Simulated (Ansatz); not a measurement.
## Electronic structure of F₂GeH₂···HCl in real space

| atom | x (Å) | y (Å) | z (Å) |
| --- | --- | --- | --- |
| Ge | 0.2316 | 0.0000 | -0.1963 |
| F | 0.1481 | 0.0000 | 1.5251 |
| F | 1.9128 | 0.0000 | -0.5217 |
| H | -0.3448 | 1.3068 | -0.6958 |
| H | -0.3448 | -1.3068 | -0.6958 |
| Cl | -3.0636 | 0.0000 | 1.5098 |
| H | -2.0061 | 0.0000 | 2.2224 |

The calculation used Ansatz, RHF/def2-SVP.

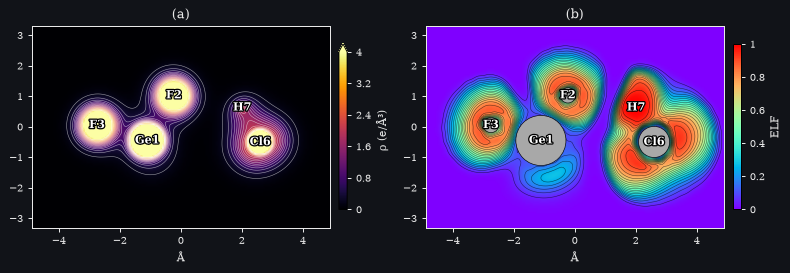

Figure 1. (a) total electron density; (b) ELF on the plane of atoms F2, Ge1 and F3. Grey discs cover the atomic cores in the ELF map.

> Interpret the plot.

- Atoms in the plane: Ge, F, Cl and H.
- F2···H7 (2.26 Å): the density falls to about 0.08 e/Å³ on the way; the ELF dips to about 0 between them.
- Ge–F (1.71 Å): ρ is about 0.96 e/Å³ halfway; the ELF peaks at about 0.85 in the valence shell of F, 0.5 Å from its nucleus, and is about 0.25 at the midpoint.
- Cl–H (1.28 Å): ρ is about 1.9 e/Å³ halfway; the ELF climbs to about 1 towards the hydrogen, as it does in any bond to H.
- The ELF also peaks beside Cl6, F3 and F2, away from the bonds: lone-pair regions.

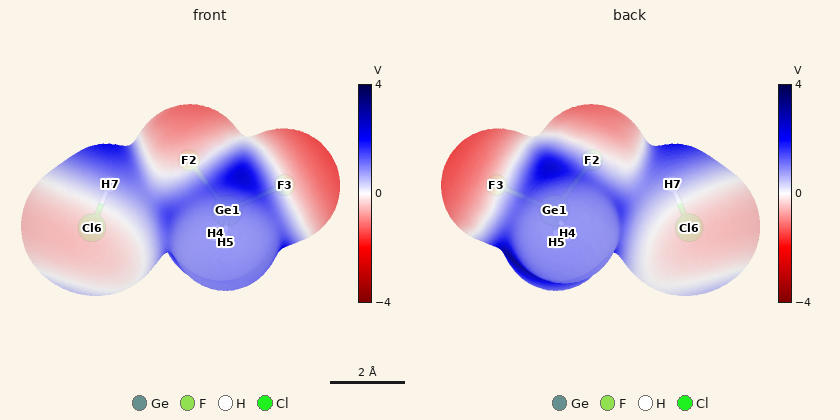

Figure 2. The molecular electrostatic potential painted on the density surface at 0.002 e/bohr³, seen from the front and from behind; the colour scale runs from red (negative) to blue (positive).

> Which sites attract a positive test charge, and which a negative one?

A positive charge is drawn to the negative regions and a negative charge to the positive ones. The most negative region (about −1.4 V, or −32 kcal/mol for a unit charge) lies over F3, the most positive (about +2.9 V, or +67 kcal/mol for a unit charge) over Ge1. Cl6 shows a σ-hole: about +0.4 V, or +9 kcal/mol for a unit charge at the tip opposite its bond, against about 0.0 V on its flanks.

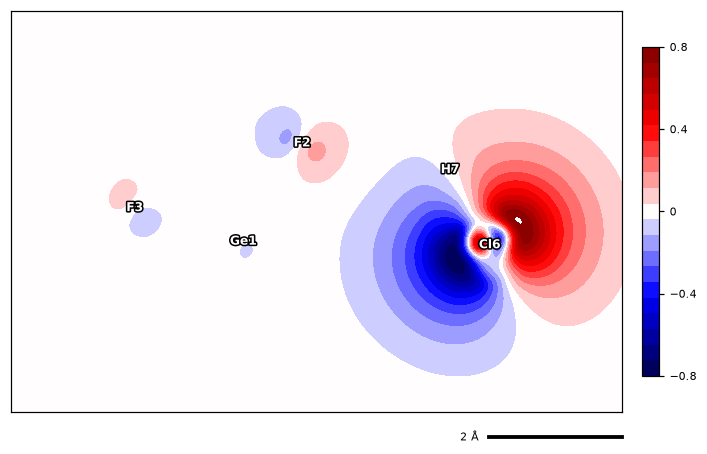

Figure 3. The HOMO−1 on the plane of atoms F2, Ge1 and F3 (values in Å⁻³ᐟ²; the overall sign is arbitrary).

> Describe this orbital and give its energy.

By Hirshfeld shares it lies mainly on Cl6 (about 95 %); largely a lone pair of Cl6. Its energy is −12.89 eV.
